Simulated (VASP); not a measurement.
Band structure of SbAu3 (space group Pm-3m). All values below come from PBEsol GGA, VASP's PBE PAW potentials (set 64) (plane waves; VASP 6.6.1).

Unless said otherwise, spin-orbit coupling is left out, though it shifts the bands of the heavy elements here.

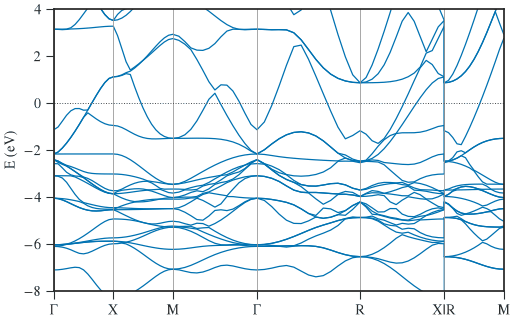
*Bands along high-symmetry lines, zero at the valence-band maximum or, without a gap, the Fermi level*

Question: Read the plot: is there a gap, and where are the band edges?

Answer: It has no gap at this level: it comes out as a metal or semimetal. (Edges off the drawn lines would not show.)

The structure comes from a computed database's SbAu3 entry (Pm-3m); how it stands against other phases isn't given here. It was relaxed first, which changed the volume by -6 %.
